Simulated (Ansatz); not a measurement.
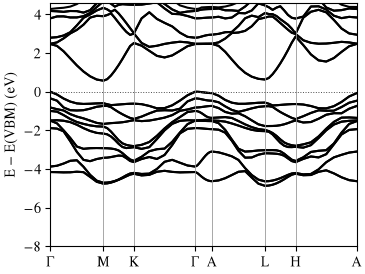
Figure. Band structure from r²SCAN+D4 with spin–orbit coupling (plane waves, PAW; program Ansatz)

Read off the gap and where the band edges lie.

About 0.6 eV (0.57 eV by a search for the band edges); maximum at Γ, minimum at M.

The material is Y2CI2 in space group P-3m1 (No. 164; Y on 2d, C on 1a, I on 2d).

The workflow started from a Materials Project entry (that database holds measured and hypothetical structures alike); the Crystallography Open Database copy checked does not list it. Its standing as an ambient phase is unchecked. The cell was relaxed with r²SCAN+D4 under the symmetry of its start; its stability against distortions is not shown here. The run is not spin-polarised.

Potentials: the later of the program's two PAW sets.
